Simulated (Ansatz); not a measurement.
# Phonons of LaGaO3 (Pm-3m) against volume, part 2 of 2

Aim: how the phonons of LaGaO3 (Pm-3m) shift with volume, and the thermal expansion that follows.

Ansatz 0.2.0; DFT PBEsol, scalar-relativistic, plane waves, PAW; PAW set soft_1.

So far, highest frequency on the path or at a solved wavevector (cm⁻¹): step 2 (phonons on a q mesh) 790.

## Step 4: Phonons at the other volume, volume ratio 0.97

The phonons are repeated at this volume on the same k and q meshes.

Contents of input.yaml:

```yaml
crystal:
  lattice:
    - [3.8259412132, 0.0, 0.0]
    - [0.0, 3.8259412132, 0.0]
    - [0.0, 0.0, 3.8259412132]
  atoms:
    - { symbol: La, position: [0.5, 0.5, 0.5] }
    - { symbol: Ga, position: [0.0, 0.0, 0.0] }
    - { symbol: O, position: [0.0, 0.5, 0.0] }
    - { symbol: O, position: [0.0, 0.0, 0.5] }
    - { symbol: O, position: [0.5, 0.0, 0.0] }
kpoints:
  mp_grid: { grid: [8, 8, 8] }
hamiltonian:
  xc: pbesol
  pseudopotentials: { kind: paw, azcp: { folder: soft_1 }, xc_functional: pbe }
scf:
  occupations: { method: fixed }
output:
  eigenvalues: true
phonons:
  method: dfpt
  dielectric: true
  rigid_motions: translations
  qmesh: [4, 4, 4]
  temperatures: { t_max: 1000, t_step: 50 }
  qpath:
    path:
      - [[0.0, 0.0, 0.0], [0.0, 0.5, 0.0], [0.5, 0.5, 0.0], [0.0, 0.0, 0.0], [0.5, 0.5, 0.5], [0.0, 0.5, 0.0]]
      - [[0.5, 0.5, 0.5], [0.5, 0.5, 0.0]]
    npoints: 10
```

On the command line:

```sh
$ ansatz run input.yaml --threads 4 --pin off --max-ram 10240MiB --backend cpu --events-out ev --progress --plain --runs-dir out
```

Numbers of over 12 decimals in the logs are rounded to 6 here.

What it wrote:

```text
[...]
Crystal: 5 atoms, lattice volume = 56.003 Å³
Basis set: ecut = 420 eV, 1045 PW (Γ), exchange–correlation on 54×54×54 points (8 copies of the dense FFT grid, shifted against one another)
Bands: 26, of which v1, the nominal top of the filled ones, is band 21 counted from 1 (20 counted from 0)
Symmetry: 48 space group operations
k-points: 170 of 512 (irreducible under 2 space group operations, time reversal used)
[...]
SCF iter   1: F=—  HF=-11593.375378 eV  |F-HF|=—  |Δ(HF+E_count)|=         —  Δρ=7.78e-2  dr2=1.77e0  ethr=3.10e-3  ⟨swp⟩=3.0  Hψ=16791  notcnv=0  defer=86
[...]
SCF iter  11: F=-11593.103057 eV  HF=-11593.103057 eV  |F-HF|=0.00e0  |Δ(HF+E_count)|=  1.09e-11  Δρ=9.87e-8  dr2=7.00e-12  ethr=1.00e-12  ⟨swp⟩=12.3  Hψ=26233  notcnv=0
SCF 1 converged in 11 iterations: F = -11593.103057 eV  dr2 = 7.00e-12
[...]
DFPT response loops at Γ: preconditioner auto → none (the input reference at scf.mixing.eps_inf says where Resta's filter doesn't serve); β = 0.50; Broyden in place of MSR1
NSCF: frozen V_eff on 35 k-points
[...]
SCF converged after 11 iterations
Free energy (F): -11593.103057 eV
[...]
Internal energy: -11593.103057 eV  (E = F + TS)
E sigma→0 (E₀):  -11593.103057 eV
Fermi energy:    12.083922 eV
[...]
--- Band table (eV; the first three rows and the last of 170) ---
  k-point 0: bands = [... 17 lower, 10.6111, 11.8149, 11.8149, 11.8149, 15.4216, 15.4216, 16.3251, 16.4880, ... 1 higher]
  k-point 1: bands = [... 17 lower, 10.5344, 11.4756, 11.7231, 11.7231, 15.6338, 15.7191, 16.4701, 16.6886, ... 1 higher]
  k-point 2: bands = [... 17 lower, 10.4349, 10.7296, 11.4749, 11.4749, 16.0061, 16.2304, 16.4305, 16.6317, ... 1 higher]
  k-point 169: bands = [... 17 lower, 12.0206, 12.0206, 12.0839, 12.0839, 16.3681, 16.3681, 16.3681, 16.5926, ... 1 higher]
--- Phonons (Γ-DFPT): 4 representative perturbations + reference, on 170 of 512 k-points (Σ response iterations 14) ---
  k mesh reduced under 2 symmetry operations, with k and −k counted as one. Each operation leaves every solved perturbation unchanged. A smaller set is not considered because the run solves the response to a homogeneous field
  ASR residual: 4.567e-5 → 0.000e0 eV/Å²; symmetrization residual: 2.330e-6 eV/Å²
  ASR residual per site (eV/Å²): 4.57e-5 1.05e-5 2.40e-5 2.40e-5 2.40e-5
[...]
ε∞ (high-frequency dielectric tensor):
        5.227901     0.000000     0.000000
        0.000000     5.227901     0.000000
        0.000000     0.000000     5.227901
  ε⁰ (static dielectric tensor: ions relaxed, cell fixed):
       69.710978     0.000000    -0.000000
        0.000000    69.710978    -0.000000
       -0.000000    -0.000000    69.710978
  ε⁰ − ε∞ (ionic part):
       64.483076     0.000000    -0.000000
        0.000000    64.483076    -0.000000
       -0.000000    -0.000000    64.483076
  softest optical mode at Γ: 99.72 cm⁻¹; the repairs (sum rule, projections) moved no ω² at Γ by more than (1.00 cm⁻¹)²
  Born effective charges Z* (e; rows j = field, columns β = displacement):
    site 0:
         4.49231   -0.00000    0.00000
         0.00000    4.49231    0.00000
         0.00000    0.00000    4.49231
    site 1:
         3.19544    0.00000   -0.00000
        -0.00000    3.19544    0.00000
         0.00000    0.00000    3.19544
    site 2:
        -2.46352    0.00000   -0.00000
         0.00000   -2.76072    0.00000
         0.00000    0.00000   -2.46352
    site 3:
        -2.46352   -0.00000   -0.00000
         0.00000   -2.46352    0.00000
         0.00000    0.00000   -2.76072
    site 4:
        -2.76072   -0.00000   -0.00000
        -0.00000   -2.46352    0.00000
         0.00000    0.00000   -2.46352
  Z* charge neutrality: 2.097e-6 e pre-enforcement
  k-mesh period / interband length: 30.6 Å / 1.44 Å = 21.28 at k = (0.0000, 0.0000, 0.0000), direct gap 3.607 eV — 14 or more, which is no proof of convergence
  optical modes at Γ without the LO–TO term, one row a degenerate level:
      ω (cm⁻¹)  modes    IR ((D/Å)²/amu)
         99.72      3            43.8684
        188.13      3             0.0000
        258.07      3            41.7273
        693.57      3            20.0758
  optical modes at Γ + LO–TO along q̂ = [1.0000, 0.0000, 0.0000]:
      ω (cm⁻¹)  modes    IR ((D/Å)²/amu)
         99.72      2            29.2456
        186.45      1             0.5026
        188.13      3             0.0000
        258.07      2            27.8182
        466.33      1            17.9978
        693.57      2            13.3838
        749.64      1            16.7234
  optical modes at Γ + LO–TO along q̂ = [0.0000, 1.0000, 0.0000]:
      ω (cm⁻¹)  modes    IR ((D/Å)²/amu)
         99.72      2            29.2456
        186.45      1             0.5026
        188.13      3             0.0000
        258.07      2            27.8182
        466.33      1            17.9978
        693.57      2            13.3838
        749.64      1            16.7234
  optical modes at Γ + LO–TO along q̂ = [0.0000, 0.0000, 1.0000]:
      ω (cm⁻¹)  modes    IR ((D/Å)²/amu)
         99.72      2            29.2456
        186.45      1             0.5026
        188.13      3             0.0000
        258.07      2            27.8182
        466.33      1            17.9978
        693.57      2            13.3838
        749.64      1            16.7234
--- Phonons (arbitrary-q DFPT): 10 irreducible q on the 4×4×4 mesh ---
[...]
interpolated dispersion: 63 rows × 15 modes
[...]
```

Wall time 13 min (4 threads of Arm Neoverse V1, shared host); peak memory 2.2 GiB; 51 min of CPU time.

Numbers from this step:

```
sum-rule residual before enforcement                    : 4.57e-5 eV/Å²
miss of the charge sum rule                             : 2.10e-6 e
lowest frequency on the path                            : -211.8 cm⁻¹
highest frequency on the path or at a solved wavevector : 825.9 cm⁻¹
highest optical mode at the zone centre (no LO-TO term) : 693.6 cm⁻¹
lowest optical zone-centre mode                         : 99.72 cm⁻¹
mean high-frequency dielectric constant                 : 5.228
largest Born charge (third of the trace)                : 4.492 e
mean static dielectric constant                         : 69.71
top of the zone-centre spectrum with the field          : 749.6 cm⁻¹
lowest mode on the q mesh (acoustic modes at Γ apart)   : -211.8 cm⁻¹
```

Frequencies (cm⁻¹) solved at each irreducible wavevector; negative means imaginary. Frequencies by wavevector, by row:

| q in reciprocal lattice units | star | mode 1 | mode 2 | mode 3 | mode 4 | mode 13 | mode 14 | mode 15 |
| --- | --- | --- | --- | --- | --- | --- | --- | --- |
| 0 0 0 | 1 | 0 | 0 | 0 | 99.7 | 693.6 | 693.6 | 693.6 |
| 0 0 0.25 | 6 | 61.9 | 61.9 | 127.2 | 127.2 | 693.5 | 693.5 | 739 |
| 0 0 -0.5 | 3 | 73.8 | 73.8 | 151.5 | 151.5 | 693.5 | 693.5 | 724.9 |
| 0 0.25 0.25 | 12 | 70 | 83 | 85 | 131.9 | 630.1 | 693.4 | 772.2 |
| 0 0.25 -0.5 | 12 | 28.5 | 73 | 92.1 | 134.4 | 597.8 | 693.2 | 775.2 |
| 0 -0.5 -0.5 | 3 | -169.6 | 71.6 | 93.8 | 93.8 | 532.9 | 692.8 | 787.4 |
| 0.25 0.25 0.25 | 8 | -5.4 | 88.2 | 88.2 | 103.4 | 628.2 | 628.2 | 798.7 |
| 0.25 0.25 -0.5 | 12 | -102 | 64.7 | 94.3 | 94.7 | 581.4 | 626.4 | 805.3 |
| 0.25 -0.5 -0.5 | 6 | -191.4 | -68.8 | -68.8 | 94.8 | 530.4 | 606.5 | 815.5 |
| -0.5 -0.5 -0.5 | 1 | -211.8 | -211.8 | -211.8 | 110.9 | 527.7 | 527.7 | 825.9 |

The highest optical mode at the zone centre (no LO-TO term) is 693.6 cm⁻¹, +39.9 cm⁻¹ against the base run.

## Step 5: Relaxing at another volume, volume ratio 1.03

The volume is scaled by 1.03 and held; symmetry leaves nothing to relax, so this is a single point. The modes can then be followed against volume.

input.yaml, the sections that differ from step 4:

```yaml
crystal:
  lattice:
    - [3.9032537847, 0.0, 0.0]
    - [0.0, 3.9032537847, 0.0]
    - [0.0, 0.0, 3.9032537847]
  atoms:
    - { symbol: La, position: [0.5, 0.5, 0.5] }
    - { symbol: Ga, position: [0.0, 0.0, 0.0] }
    - { symbol: O, position: [0.0, 0.5, 0.0] }
    - { symbol: O, position: [0.0, 0.0, 0.5] }
    - { symbol: O, position: [0.5, 0.0, 0.0] }
output:
  forces: true
  stress: true
  eigenvalues: true
# kpoints, hamiltonian, scf: as in step 4
# phonons: removed
```

What it wrote:

```text
[...]
Crystal: 5 atoms, lattice volume = 59.468 Å³
Basis set: ecut = 420 eV, 1189 PW (Γ), exchange–correlation on 54×54×54 points (8 copies of the dense FFT grid, shifted against one another)
Bands: 26, of which v1, the nominal top of the filled ones, is band 21 counted from 1 (20 counted from 0)
Symmetry: 48 space group operations
[...]
k-points: 35 of 512
[...]
k-point 0: bands = [... 17 lower, 9.8129, 10.8584, 10.8584, 10.8584, 14.4040, 14.4040, 14.6318, 15.2331, ... 1 higher]
  k-point 1: bands = [... 17 lower, 9.7395, 10.5048, 10.7752, 10.7752, 14.5845, 14.6606, 15.1246, 15.2183, ... 1 higher]
  k-point 2: bands = [... 17 lower, 9.6344, 9.7663, 10.5500, 10.5500, 14.8623, 15.0553, 15.1853, 15.3581, ... 1 higher]
  k-point 34: bands = [... 17 lower, 11.0294, 11.1094, 11.1094, 11.1094, 15.1266, 15.1266, 15.1266, 15.3206, ... 1 higher]
[key lines of the parts left out:]
SCF converged after 9 iterations
Free energy (F): -11593.106467 eV
Fermi energy:    11.109423 eV
P = ⅓ Tr σ = -5.3804 GPa (-53.804 kbar)
```

Run time: 1.3 s. Hardware: 4 threads; peak memory 0.4 GiB.

This step gave:

* pressure: -5.380 GPa
* gap on the k-mesh: 3.295 eV
* volume per atom: 11.89 Å³
* direct gap on mesh: 3.546 eV

The run ends at a pressure of -5.38 GPa.

## Step 6: Phonons at the other volume, volume ratio 1.03

The phonons are repeated at this volume on the same k and q meshes.

Changes to input.yaml since step 5:

```diff
@@ -19,4 +19,13 @@
 output:
-  forces: true
-  stress: true
   eigenvalues: true
+phonons:
+  method: dfpt
+  dielectric: true
+  rigid_motions: translations
+  qmesh: [4, 4, 4]
+  temperatures: { t_max: 1000, t_step: 50 }
+  qpath:
+    path:
+      - [[0.0, 0.0, 0.0], [0.0, 0.5, 0.0], [0.5, 0.5, 0.0], [0.0, 0.0, 0.0], [0.5, 0.5, 0.5], [0.0, 0.5, 0.0]]
+      - [[0.5, 0.5, 0.5], [0.5, 0.5, 0.0]]
+    npoints: 10
```

What it wrote:

```text
[...]
Crystal: 5 atoms, lattice volume = 59.468 Å³
Basis set: ecut = 420 eV, 1189 PW (Γ), exchange–correlation on 54×54×54 points (8 copies of the dense FFT grid, shifted against one another)
Bands: 26, of which v1, the nominal top of the filled ones, is band 21 counted from 1 (20 counted from 0)
Symmetry: 48 space group operations
k-points: 170 of 512 (irreducible under 2 space group operations, time reversal used)
[...]
ω (cm⁻¹)  modes    IR ((D/Å)²/amu)
[...]
optical modes at Γ + LO–TO along q̂ = [0.0000, 0.0000, 1.0000]:
      ω (cm⁻¹)  modes    IR ((D/Å)²/amu)
[...]
243.03      2            24.7202
        436.50      1            16.1625
        616.03      2            12.9042
        677.88      1            18.8517
--- Phonons (arbitrary-q DFPT): 10 irreducible q on the 4×4×4 mesh ---
[...]
interpolated dispersion: 63 rows × 15 modes
[...]
[key lines of the parts left out:]
SCF converged after 11 iterations
Free energy (F): -11593.106467 eV
Fermi energy:    11.109405 eV
```

Elapsed: 15 min, on 4 threads; peak memory 2.4 GiB.

Numbers from this step:

```
sum-rule residual before enforcement                    : 9.60e-5 eV/Å²
miss of the charge sum rule                             : 0.002045 e
estimated error of the dielectric tensor                : 0.01437
estimated error of the Born charges                     : 0.01483 e
lowest frequency on the path                            : -213.8 cm⁻¹
highest frequency on the path or at a solved wavevector : 755.4 cm⁻¹
highest optical mode at the zone centre (no LO-TO term) : 616.0 cm⁻¹
lowest optical zone-centre mode                         : -21.83 cm⁻¹
mean high-frequency dielectric constant                 : 5.313
largest Born charge (third of the trace)                : 4.473 e
top of the zone-centre spectrum with the field          : 677.9 cm⁻¹
lowest mode on the q mesh (acoustic modes at Γ apart)   : -213.8 cm⁻¹
```

Frequencies (cm⁻¹) solved at each irreducible wavevector; negative means imaginary. Frequencies by wavevector, by row:

| q in reciprocal lattice units | star | mode 1 | mode 2 | mode 3 | mode 4 | mode 13 | mode 14 | mode 15 |
| --- | --- | --- | --- | --- | --- | --- | --- | --- |
| 0 0 0 | 1 | -21.8 | -21.8 | -21.8 | 0 | 616 | 616 | 616 |
| 0 0 0.25 | 6 | 24.1 | 24.1 | 96.5 | 96.5 | 615.7 | 615.7 | 669.8 |
| 0 0 -0.5 | 3 | 34.9 | 34.9 | 132 | 132 | 615.4 | 615.4 | 658.7 |
| 0 0.25 0.25 | 12 | -51 | 36.6 | 58.6 | 110.4 | 552.9 | 615.3 | 702 |
| 0 0.25 -0.5 | 12 | -79.5 | 43 | 62.9 | 105.6 | 520.6 | 614.8 | 706.1 |
| 0 -0.5 -0.5 | 3 | -179.3 | 46.8 | 46.9 | 46.9 | 450.4 | 614.2 | 719.1 |
| 0.25 0.25 0.25 | 8 | -74 | -28.8 | -28.8 | 73.4 | 550.6 | 550.6 | 727.6 |
| 0.25 0.25 -0.5 | 12 | -123.1 | -54.2 | 29.2 | 61.1 | 503.2 | 548.2 | 734.7 |
| 0.25 -0.5 -0.5 | 6 | -197 | -104.7 | -104.7 | 67.1 | 447.7 | 527.9 | 745.1 |
| -0.5 -0.5 -0.5 | 1 | -213.8 | -213.8 | -213.8 | 75.8 | 445 | 445 | 755.4 |

The highest optical mode at the zone centre (no LO-TO term) is 616.0 cm⁻¹, -37.7 cm⁻¹ against the base run.

## Step 7: Grüneisen parameters

The Grüneisen parameter of a mode is minus the logarithmic change of its frequency with volume, −d ln ω / d ln V; weighted by heat capacity it gives the expansion.

Numbers from this step:

```yaml
bulk_modulus: 195.2 GPa
```

Phonon branches along the path, in cm⁻¹:

| point | branch 1 | branch 2 | branch 3 | branch 4 | branch 12 | branch 13 | branch 14 | branch 15 |
| --- | --- | --- | --- | --- | --- | --- | --- | --- |
| Γ | 0 | 0 | 0 | 67 | 451 | 654 | 654 | 713 |
| X | 57 | 57 | 142 | 142 | 456 | 653 | 653 | 691 |
| M | -175 | 60 | 73 | 73 | 438 | 491 | 652 | 752 |
| Γ | 0 | 0 | 0 | 67 | 451 | 654 | 654 | 713 |
| R | -213 | -213 | -213 | 94 | 374 | 486 | 486 | 790 |
| X | 57 | 57 | 142 | 142 | 456 | 653 | 653 | 691 |
| jump to R | -213 | -213 | -213 | 94 | 374 | 486 | 486 | 790 |
| M | -175 | 60 | 73 | 73 | 438 | 491 | 652 | 752 |

The same for volume x 0.97:

| point | branch 1 | branch 2 | branch 3 | branch 4 | branch 12 | branch 13 | branch 14 | branch 15 |
| --- | --- | --- | --- | --- | --- | --- | --- | --- |
| Γ | 0 | 0 | 0 | 100 | 466 | 694 | 694 | 750 |
| X | 74 | 74 | 152 | 152 | 468 | 694 | 694 | 725 |
| M | -170 | 72 | 94 | 94 | 453 | 533 | 693 | 787 |
| Γ | 0 | 0 | 0 | 100 | 466 | 694 | 694 | 750 |
| R | -212 | -212 | -212 | 111 | 385 | 528 | 528 | 826 |
| X | 74 | 74 | 152 | 152 | 468 | 694 | 694 | 725 |
| R | -212 | -212 | -212 | 111 | 385 | 528 | 528 | 826 |
| M | -170 | 72 | 94 | 94 | 453 | 533 | 693 | 787 |

The same for volume x 1.03:

| point | branch 1 | branch 2 | branch 3 | branch 4 | branch 12 | branch 13 | branch 14 | branch 15 |
| --- | --- | --- | --- | --- | --- | --- | --- | --- |
| Γ | -22 | -22 | 0 | 0 | 436 | 616 | 616 | 678 |
| X | 35 | 35 | 132 | 132 | 444 | 615 | 615 | 659 |
| M | -179 | 47 | 47 | 47 | 424 | 450 | 614 | 719 |
| Γ | -22 | -22 | 0 | 0 | 436 | 616 | 616 | 678 |
| R | -214 | -214 | -214 | 76 | 363 | 445 | 445 | 755 |
| X | 35 | 35 | 132 | 132 | 444 | 615 | 615 | 659 |
| R | -214 | -214 | -214 | 76 | 363 | 445 | 445 | 755 |
| M | -179 | 47 | 47 | 47 | 424 | 450 | 614 | 719 |

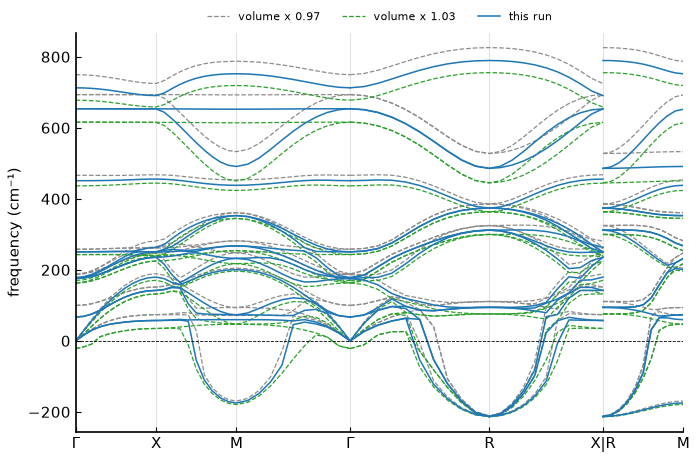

Phonon branches along the path; dashed: volume x 0.97 and volume x 1.03.

## Step 8: Results

```
bulk modulus              : 195 GPa
gap deformation potential : -0.719 eV
```

What this shows: No expansion is given, because modes are imaginary at one volume or more. Without the field, the highest optical mode at Γ goes from 694 to 616 cm⁻¹ as the cell grows, a Grüneisen parameter of 1.98. Branches are matched by rank, so values near crossings are rough. Spin-orbit coupling is left out, which can matter for the heavy elements here. The PAW files were made for PBE and serve the other functionals too.

[Logs are printed without paths, hosts, clocks, repeated set-up lines and the standing remarks that a program may print on its own settings, such as how far it seeks lower states.]

[Hosts, paths, dates, database ids (printed as entryN), source tags and the programs' standing remarks are cut or masked in the printed files.]
